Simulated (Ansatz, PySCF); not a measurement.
Torsion O1–Si2–S3–H5 in H2OSSi (SMILES O[Si]S); at each angle all else is relaxed with GFN2-xTB, and the levels are single points there.
Geometry at 180° (charge 0, multiplicity 1):
```xyz
5

O     -1.098     0.259    -0.128
Si    -0.159    -0.969    -0.642
S      1.439    -0.627     0.806
H     -1.944     0.499    -0.491
H      2.180    -1.635     0.363
```
Energies count from the point at 180°.

Cores are frozen in the correlated methods. CBS: X⁻³ extrapolation of the correlation energy, Hartree–Fock from the larger set. Rows in 6-31G*, LANL2DZ, STO-3G carry no dispersion term and start afresh at each structure (6-31G* with six Cartesian d functions). LANL2DZ brings its own core potentials from Na on.

Run with Ansatz (a first-principles code) with Gaussian orbitals; PySCF for 6-31G* rows, LANL2DZ rows, STO-3G rows. Each number belongs to the level named beside it.

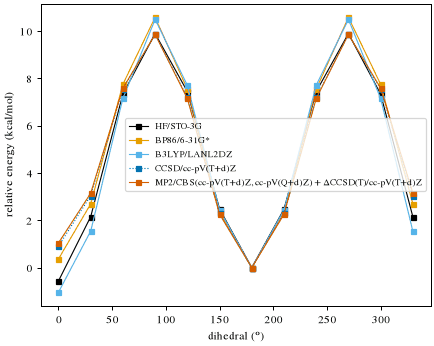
Figure. Relative energy along the coordinate
